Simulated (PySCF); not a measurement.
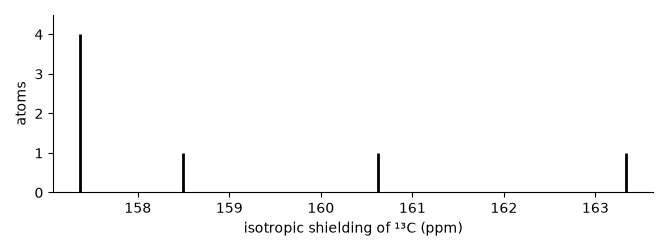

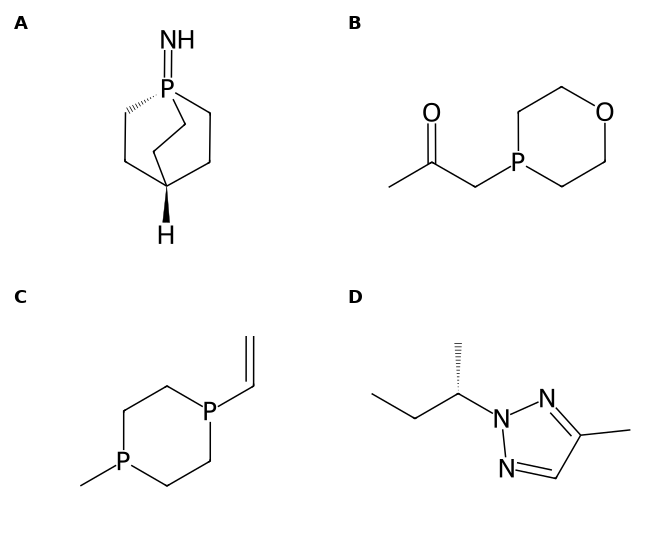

The sticks are computed shieldings of one of the molecules, for one fixed geometry (GFN2-xTB) without averaging over rotations. Low shielding means a high chemical shift. Method: GIAO PBE0/pcSseg-1 NMR shielding, non-relativistic, gas phase (PySCF 2.14.0).

> Which molecule gives this pattern?

A, `N=P12CCC(CC1)CC2`. Its 7 C atoms give lines at 157.4 (4 atoms), 158.5, 160.6, 163.3 ppm.

The geometry is semi-empirical. Around P such bond lengths and angles can be off by a tenth of an ångström or more and by several degrees, and values that hang on the shape move with them.
